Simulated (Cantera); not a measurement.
Charge: 1 mol Cu₂O, a varied amount of C, 0.076 mol CO, at 2448 K and 0.100 bar.

These are equilibrium values from Cantera (NASA tables, ideal gas, pure condensed phases), not measurements of a reactor. Candidate condensed phases: C, Cu, CuO, Cu₂O; 15 gas species. The numbers say what is thermodynamically allowed, not how fast it happens.

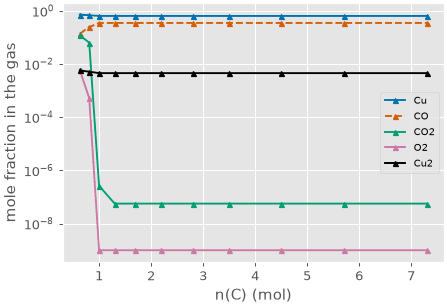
Equilibrium gas composition (values under 1e-9 drawn at 1e-9)

### Question
Read off the mole fractions at 1.7 mol C.

### Answer
Cu about 0.64, CO about 0.35, Cu₂ about 0.0046, CO₂ about 5.7e-8.
